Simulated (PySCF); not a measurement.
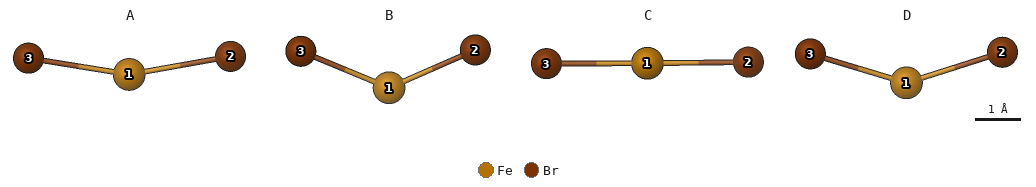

4 geometries from one relaxation of FeBr₂ (multiplicity 5), in shuffled order. Style: ball-and-stick. Shown at a tilt.

The start comes from GFN2-xTB. Its atoms were then displaced at random by about 0.03 Å.

The calculation used PBE0-D3(BJ)/def2-SVP geometry optimisation, gas phase in PySCF 2.14.0, density-fitted response routines. 

### Order the frames from highest to lowest energy.

B, D, A, C. They are steps 0, 2, 3, 7, at +10.8 kcal/mol, +3.43 kcal/mol, +1.57 kcal/mol relative to the last. Over 7 geometry steps the energy falls by 10.8 kcal/mol. The largest move after the best rigid fit is that of Fe1, 0.60 Å. By element the largest moves are Fe 0.60 Å, Br 0.44 Å. Among the contacts that change: Fe1–Br2 2.156 → 2.291 Å, Fe1–Br3 2.194 → 2.290 Å. Among the angles between lasting bonds that change: Br2–Fe1–Br3 131.0° → 179.6°. Cost: 2.5 min on 1 thread of Arm Neoverse V1, on a shared host.
